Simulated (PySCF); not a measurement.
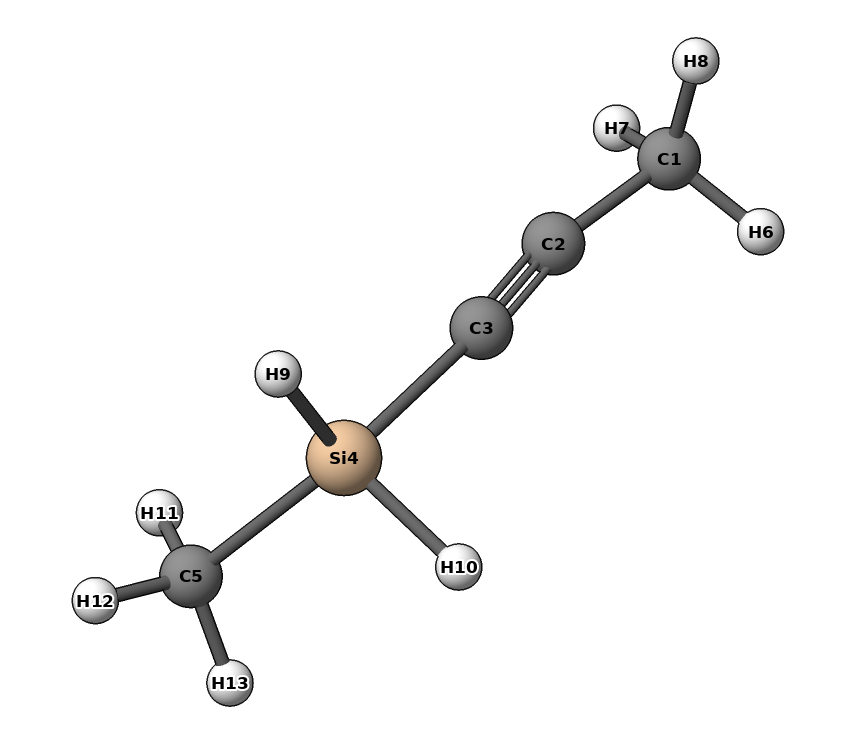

The questions are on isotropic NMR shieldings of the C atoms. Geometry: a frame of a GFN2-xTB molecular-dynamics simulation, not a minimum. Level of theory: GIAO PBE0/pcSseg-1 NMR shielding, non-relativistic, gas phase (PySCF 2.14.0).

Give the isotropic NMR shieldings of the C atoms atom by atom.

```json
{"atom": "C1", "σ (ppm)": "181.7"}
{"atom": "C2", "σ (ppm)": "74.7"}
{"atom": "C3", "σ (ppm)": "103.6"}
{"atom": "C5", "σ (ppm)": "196.4"}
```
